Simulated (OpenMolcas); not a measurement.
**V²⁺ complex: multiconfigurational calculation (part 2 of 2)**

Continued. System: V²⁺ with 4 ligands (I; tetrahedron, 2.69 Å), neutralised by 4 outer point charges of +0.5 e, whose field is part of the energies. Method: state-averaged CASSCF, active space 3 electrons in the shell 3d, basis ANO-RCC-VDZP on the metal and ANO-RCC-VDZP on the ligands, DKH2 scalar Hamiltonian, spin-orbit coupling by RASSI with atomic mean-field integrals (OpenMolcas).

**Output (extracts), continued**
```
--- RASSI ---
SPIN-FREE ENERGIES:
  (Shifted by EMIN (a.u.) =     -29392.3644404770)

 SF State       Relative EMIN(au)   Rel lowest level(eV)    D:o, cm**(-1)

     1             0.0000000000        0.0000000000              0.0000
     2             0.0000000000        0.0000000000              0.0000
     3             0.0000000000        0.0000000000              0.0000
     4             0.0094811065        0.2579940519           2080.8624
     5             0.0094811065        0.2579940519           2080.8624
     6             0.0094811065        0.2579940519           2080.8624
     7             0.0206385142        0.5616025823           4529.6303
    11             0.0597437532        1.6257103441          13112.2382
    12             0.0597437532        1.6257103441          13112.2382
    13             0.0655091929        1.7825959507          14377.6060
    14             0.0655091929        1.7825959507          14377.6060
    15             0.0655091929        1.7825959507          14377.6060
    16             0.0655930179        1.7848769439          14396.0034
    17             0.0655930179        1.7848769439          14396.0034
    18             0.0655930179        1.7848769439          14396.0034
    10             0.0677429494        1.8433795606          14867.8588
     8             0.0677429494        1.8433795606          14867.8588
     9             0.0677429494        1.8433795606          14867.8588
    19             0.0691649648        1.8820745714          15179.9551
    20             0.0835394746        2.2732249097          18334.7954
    21             0.0835394746        2.2732249097          18334.7954
    22             0.0835394746        2.2732249097          18334.7954
    23             0.0869559026        2.3661906521          19084.6147
    24             0.0869559026        2.3661906521          19084.6147
    25             0.0869559026        2.3661906521          19084.6147
    26             0.0874065439        2.3784532275          19183.5190
    27             0.0874065439        2.3784532275          19183.5190
    28             0.0874065439        2.3784532275          19183.5190
    29             0.0900560057        2.4505487540          19765.0086
    30             0.0900560057        2.4505487540          19765.0086
    31             0.0954372080        2.5969787296          20946.0460
    32             0.0954372080        2.5969787296          20946.0460
    33             0.0954372080        2.5969787296          20946.0460
    34             0.0972174969        2.6454228589          21336.7743
    35             0.0972174969        2.6454228589          21336.7743
    36             0.0991705844        2.6985690768          21765.4275
    37             0.0991705844        2.6985690768          21765.4275
    38             0.0991705844        2.6985690768          21765.4275
    39             0.1454604357        3.9581800986          31924.8755
    40             0.1454604357        3.9581800986          31924.8755
Eigenvalues of complex Hamiltonian:
   -----------------------------------
  (Shifted by EMIN (a.u.) =     -29392.3644404770)

 SO State       Relative EMIN(au)   Rel lowest level(eV)    D:o, cm**(-1)

     1            -0.0003845394        0.0000000000              0.0000
     2            -0.0003845394        0.0000000000              0.0000
     3            -0.0003845394        0.0000000001              0.0000
     4            -0.0003845394        0.0000000001              0.0000
     5            -0.0003185286        0.0017962466             14.4877
     6            -0.0003185286        0.0017962466             14.4877
     7             0.0001515740        0.0145883890            117.6633
     8             0.0001515740        0.0145883888            117.6633
     9             0.0001515740        0.0145883890            117.6633
    10             0.0001515740        0.0145883888            117.6633
    11             0.0004742750        0.0233695303            188.4880
    12             0.0004742750        0.0233695303            188.4880
    13             0.0094049078        0.2663844310           2148.5353
    14             0.0094049078        0.2663844309           2148.5353
    15             0.0094049078        0.2663844310           2148.5353
    16             0.0094049078        0.2663844309           2148.5353
    17             0.0094307682        0.2670881274           2154.2110
    18             0.0094307682        0.2670881274           2154.2110
    19             0.0095201438        0.2695201610           2173.8267
    20             0.0095201438        0.2695201610           2173.8267
    21             0.0095731273        0.2709619160           2185.4552
    22             0.0095731273        0.2709619160           2185.4552
    23             0.0095731273        0.2709619161           2185.4552
    24             0.0095731273        0.2709619161           2185.4552
    25             0.0207009057        0.5737641908           4627.7203
    26             0.0207009057        0.5737641908           4627.7203
    27             0.0207009057        0.5737641908           4627.7203
    28             0.0207009057        0.5737641908           4627.7203
    29             0.0596874040        1.6346408557          13184.2676
    30             0.0596874040        1.6346408557          13184.2676
    31             0.0596874040        1.6346408555          13184.2676
    32             0.0596874040        1.6346408555          13184.2676
    33             0.0652536560        1.7861062874          14405.9187
    34             0.0652536560        1.7861062874          14405.9187
    35             0.0653331596        1.7882696905          14423.3678
    36             0.0653331596        1.7882696905          14423.3678
    37             0.0654015905        1.7901317926          14438.3866
    38             0.0654015905        1.7901317926          14438.3866
    39             0.0654015905        1.7901317920          14438.3866
    40             0.0654015905        1.7901317920          14438.3866
    41             0.0659044841        1.8038162223          14548.7590
Weights of the five most important spin-orbit-free states for each spin-orbit state.

 SO State  Total energy (au)           Spin-free states, spin, and weights
 -------------------------------------------------------------------------------------------------------
    1        -0.000385       3 1.5  0.5377    2 1.5  0.3180    1 1.5  0.1371    6 1.5  0.0035    5 1.5  0.0025
    2        -0.000385       3 1.5  0.5282    2 1.5  0.2659    1 1.5  0.1988    6 1.5  0.0031    5 1.5  0.0029
    3        -0.000385       1 1.5  0.5119    2 1.5  0.3371    3 1.5  0.1439    4 1.5  0.0037    5 1.5  0.0021
    4        -0.000385       1 1.5  0.4761    2 1.5  0.4028    3 1.5  0.1140    4 1.5  0.0039    5 1.5  0.0016
    5        -0.000319       3 1.5  0.3329    1 1.5  0.3329    2 1.5  0.3329    6 1.5  0.0004    5 1.5  0.0004
    6        -0.000319       3 1.5  0.3329    1 1.5  0.3329    2 1.5  0.3329    6 1.5  0.0004    5 1.5  0.0004
    7         0.000152       2 1.5  0.3888    3 1.5  0.3449    1 1.5  0.2622    6 1.5  0.0014    5 1.5  0.0013
    8         0.000152       1 1.5  0.3702    3 1.5  0.3360    2 1.5  0.2897    4 1.5  0.0014    5 1.5  0.0013
    9         0.000152       2 1.5  0.3758    3 1.5  0.3265    1 1.5  0.2936    6 1.5  0.0013    5 1.5  0.0013
   10         0.000152       1 1.5  0.4018    3 1.5  0.3205    2 1.5  0.2736    4 1.5  0.0014    5 1.5  0.0013
   11         0.000474       2 1.5  0.3328    3 1.5  0.3328    1 1.5  0.3328    4 1.5  0.0005    6 1.5  0.0005
   12         0.000474       2 1.5  0.3328    3 1.5  0.3328    1 1.5  0.3328    4 1.5  0.0005    6 1.5  0.0005
```

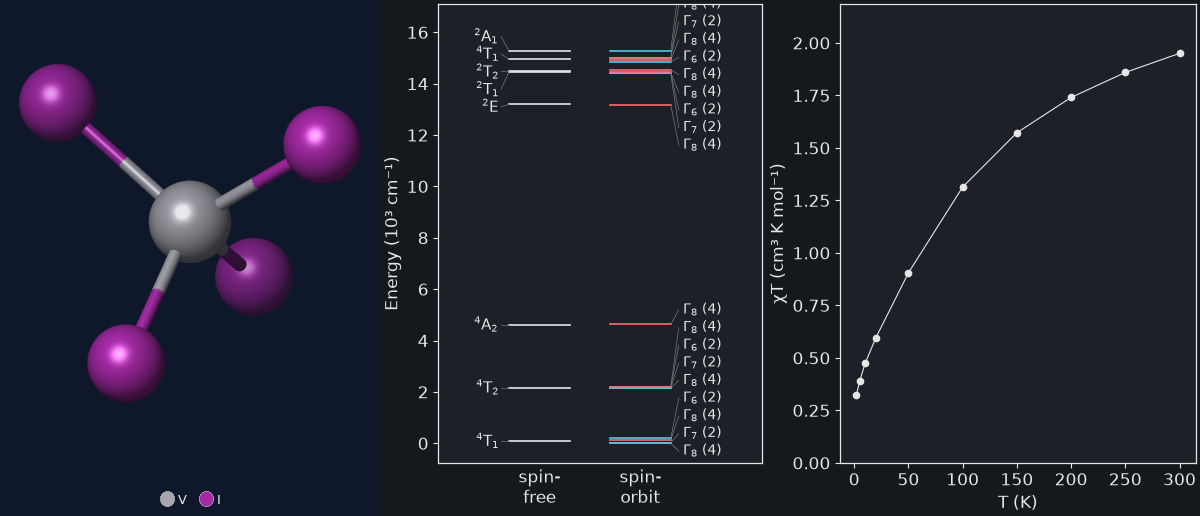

Figure 2. V²⁺ (3d³) with 4 ligands, I⁻, at 2.69 Å (arrangement: tetrahedron, Td), neutralised by outer point charges of +0.5 e, and its levels and susceptibility. Labels give the representation in O, Td, D4 or D3 as the site allows (double group for half-integer spin) where it could be assigned and, in brackets, the degeneracy; spin-free states, where drawn, share the zero of the spin-orbit levels. Powder susceptibility by Van Vleck's formula. The ground level is Γ₈, 4-fold degenerate, 100 % from states of spin multiplicity 4. The next level lies at 14 cm⁻¹ (Γ₇). The lowest spin-free state is ⁴T₁, from the free-ion F term; of the same spin there follow at 2,080 cm⁻¹ (⁴T₂), 4,530 cm⁻¹ (⁴A₂) and 14,900 cm⁻¹ (⁴T₁) above it. χT is 0.324 cm³ K mol⁻¹ at 2 K and 1.95 at 300 K, an effective moment of 3.95 μB. The active orbitals hold 93 to 97 % metal character (Löwdin), and the Mulliken charge of the metal is +0.90.

**Summary**

| quantity | value |
| --- | --- |
| outcome | converged |
| energy of the lowest spin-free term | −29392.36444 hartree |
| energy of the lowest spin-orbit level | −29392.36483 hartree |
| largest spread among components of a term | 0.0 cm⁻¹ |
| wall time | 4.2 min |
| peak memory | 0.38 GiB |

**Remarks**

Without dynamic correlation the splittings between terms come out too large, often by 20 to 50 %. Caveats: covalent bonds, ligand orbitals missing from the active space; distances are set from ionic radii, not optimised.
